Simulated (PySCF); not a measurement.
```yaml
atoms:
  - { symbol: O, position_ang: [2.5252, 0.5295, -0.7888] }
  - { symbol: C, position_ang: [1.4172, 0.2954, -0.4418] }
  - { symbol: O, position_ang: [0.8928, -0.9406, -0.3293] }
  - { symbol: C, position_ang: [-0.4573, -0.8776, 0.1003] }
  - { symbol: C, position_ang: [-0.7209, 0.6227, 0.2683] }
  - { symbol: O, position_ang: [0.5062, 1.2289, -0.1038] }
  - { symbol: H, position_ang: [-0.5561, -1.4346, 1.0329] }
  - { symbol: H, position_ang: [-1.0908, -1.3365, -0.6602] }
  - { symbol: H, position_ang: [-0.9539, 0.9020, 1.2968] }
  - { symbol: H, position_ang: [-1.5091, 0.9910, -0.3899] }
```

Geometry: PBE0-D3(BJ)/def2-TZVP.

All numbers below come from PBE0/aug-cc-pVTZ, SCF density, gas phase (PySCF).

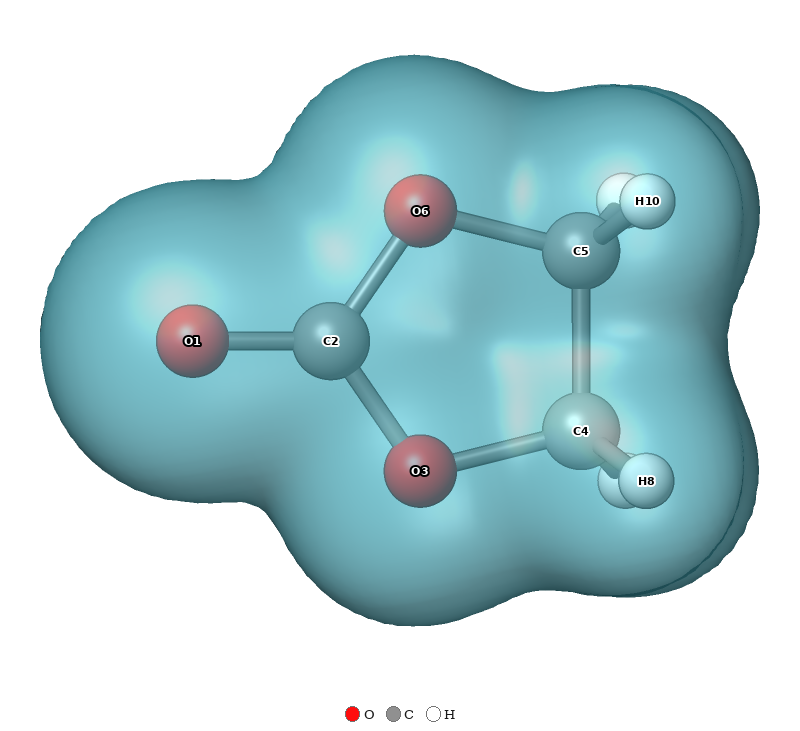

C3H4O3 (ethylene carbonate). Isosurface of the electron density at 0.05 e/Å³ (cyan), seen at a tilt.

What does this surface tell about the bonding?

Answer. At this value the surface is in one piece. It bridges the sampled C–O (1.18 Å), C–C (1.53 Å), C–H (1.09 Å) and C–O (1.35 Å) contacts, where the density stays above the isovalue. On the grid the lowest density along these lines, outside the cores, is 3.1 e/Å³ (C–O, 1.18 Å), 1.7 e/Å³ (C–C, 1.53 Å), 2 e/Å³ (C–H, 1.09 Å) and 2.1 e/Å³ (C–O, 1.35 Å).
